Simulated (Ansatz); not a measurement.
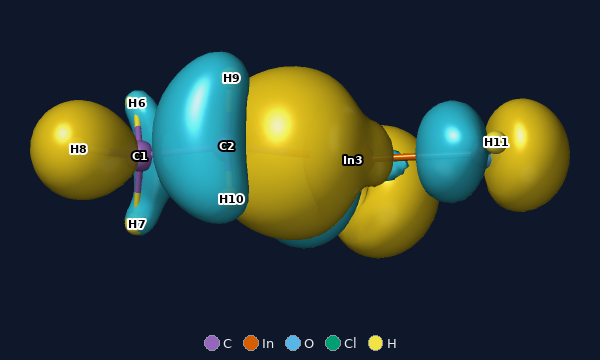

*C2H6ClInO. The HOMO at ±0.1 Å⁻³ᐟ² (yellow and cyan are the two phases), seen from one side.*

Geometry: PBE0-D4/def2-TZVP; core potentials replace the inner electrons of In.

Theory: Ansatz, RKS PBE0-D4/def2-TZVPP.

Input

```
crystal:
  periodic: [false, false, false]
  atoms:
    - {symbol: C, position_ang: [-0.930671, 0.585203, 1.331099]}
    - {symbol: C, position_ang: [0.278583, -0.160796, 0.790265]}
    - {symbol: In, position_ang: [0.337724, -0.228051, -1.356520]}
    - {symbol: O, position_ang: [1.619554, -1.023691, -2.636611]}
    - {symbol: Cl, position_ang: [-1.372260, 0.792317, -2.576097]}
    - {symbol: H, position_ang: [-0.955143, 1.623004, 0.993254]}
    - {symbol: H, position_ang: [-1.869045, 0.125406, 1.015177]}
    - {symbol: H, position_ang: [-0.920327, 0.594952, 2.425507]}
    - {symbol: H, position_ang: [1.216715, 0.298639, 1.111166]}
    - {symbol: H, position_ang: [0.302821, -1.198219, 1.132786]}
    - {symbol: H, position_ang: [2.357352, -1.465763, -2.209624]}
basis:
  gaussian: {orbitals: def2-TZVPP}
hamiltonian: {xc: pbe0, dispersion: d4}
output: {orbitals: {seedname: orbitals}}
```

Command:

```sh
ansatz run in.yaml --threads 4 --pin off --events-out ev --progress --plain --max-ram 10444MiB
```

**Where does this orbital lie, and at what energy?**

Its weight (Hirshfeld) is mainly on C2 (about 25 %), Cl5 (about 25 %), O4 (about 20 %) and In3 (about 15 %). Its energy is −7.89 eV.
